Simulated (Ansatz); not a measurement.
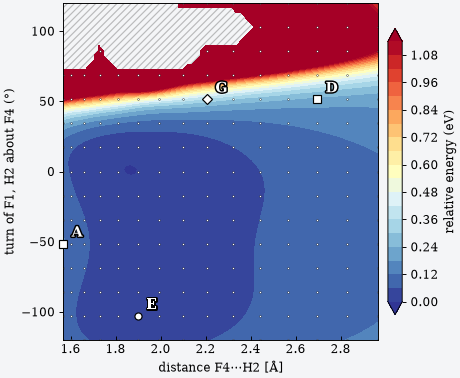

The pair FH···CH₃F. The turn is about an axis along (−0.59, 0.81, −0.00) in the frame of the relaxed pair, normal to the line between the partners. The first coordinate is: distance F4···H2; the second: turn of F1, H2 about F4. The scan uses a 15 × 15 grid. At 24 points there is no value (left out of the scan, as a rule where atoms come close). Points are written as (first, second). Energies: eV, counted from the lowest grid point. Level of theory: Ansatz 0.2.0, RHF/def2-TZVPD.

The picture shows filled contours, dots at the grid points, one colour for all values above the top of the scale, hatched blanks where no value was computed, lettered points. Between grid points the surface is interpolated.

Question: Is G the lowest point of the computed grid?

Answer: No. G lies 0.34 eV above the lowest grid point, which is at (1.899 Å, 0.0°).

Question: Rank the lettered points by energy, lowest first.

Answer: E (0.013 eV), A (0.12 eV), D (0.22 eV), G (0.34 eV).
